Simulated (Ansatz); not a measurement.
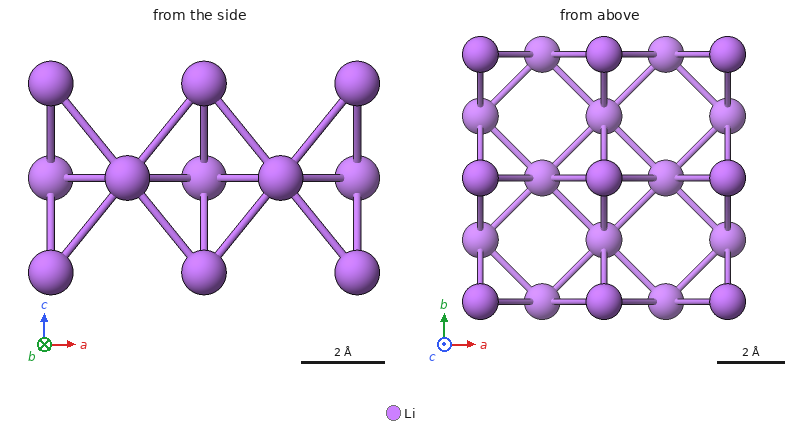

A ball-and-stick picture of a periodic slab, seen from the side and from above. The surface normal points up in side views; the vacuum is left out. 2×2 cells are drawn in the plane, with atoms at the edges repeated.

The cell holds 4 Li.

**Estimate the thickness.**

About 4.6 Å from the lowest to the highest atom.

**What is the stacking of atomic planes, top to bottom?**

Three planes: Li / Li / Li.

**Describe the coordination and connectivity.**

Li takes two kinds of site: 2g with four Li at about 2.9 Å; 2e with eight Li in a distorted cubic arrangement at about 2.6 to 2.9 Å. The bonds build Li layers parallel to the surface.

The structure was taken from a structure type filled with this element by a generator (whether the element takes this form wasn't checked). This is the structure after a relaxation with DFT PBE, scalar-relativistic, plane waves, PAW in Ansatz.
